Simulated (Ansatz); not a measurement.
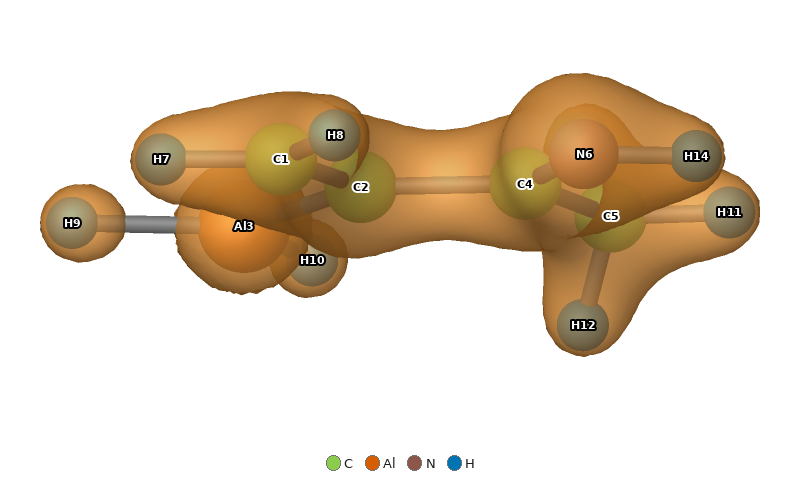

C4H8AlN. Isosurface of the total electron density at 0.8 e/Å³ (orange), seen from one side.

Computed with RKS BLYP/def2-SVP (Ansatz 0.2.0).

Input

```
crystal:
  periodic: [false, false, false]
  atoms:
    - { symbol: C, position_ang: [-0.156, -1.9449, 0.8826] }
    - { symbol: C, position_ang: [0.1072, -0.671, 0.4545] }
    - { symbol: Al, position_ang: [1.6769, 0.183, 1.2848] }
    - { symbol: C, position_ang: [-0.6203, 0.0421, -0.5893] }
    - { symbol: C, position_ang: [-0.3232, 1.4106, -1.0593] }
    - { symbol: "N", position_ang: [-1.7268, -0.543, -1.1088] }
    - { symbol: H, position_ang: [0.4109, -2.4017, 1.6316] }
    - { symbol: H, position_ang: [-1.0161, -2.4179, 0.4611] }
    - { symbol: H, position_ang: [2.5417, -0.5951, 2.4519] }
    - { symbol: H, position_ang: [2.1656, 1.6517, 0.8904] }
    - { symbol: H, position_ang: [-1.0342, 1.7939, -1.7976] }
    - { symbol: H, position_ang: [-0.3398, 2.125, -0.1633] }
    - { symbol: H, position_ang: [0.6489, 1.4372, -1.488] }
    - { symbol: H, position_ang: [-2.3479, -0.0991, -1.822] }
basis:
  gaussian: { orbitals: def2-SVP }
hamiltonian:
  xc: blyp
relax:
  f_tol: 0.02
  max_steps: 50
output:
  orbitals: {}
```

Run with:

```sh
ansatz run input.yaml --threads 2 --pin off --max-ram 3072MiB --backend cpu --events-out ev --progress --plain --runs-dir out
```

The fields are those of the run's last geometry, not of the input's.

Which contacts does the surface bridge?

At this value the surface falls into four separate pieces. It bridges the sampled C–N (1.29 Å), C–C (1.36 Å) and N–H (1.04 Å) contacts, where the density stays above the isovalue. It is pinched off along the sampled C–Al (1.97 Å) contacts. On the grid the lowest density along these lines, outside the cores, is 2.5 e/Å³ (C–N, 1.29 Å), 2.2 e/Å³ (C–C, 1.36 Å), 0.58 e/Å³ (C–Al, 1.97 Å) and 2.2 e/Å³ (N–H, 1.04 Å).
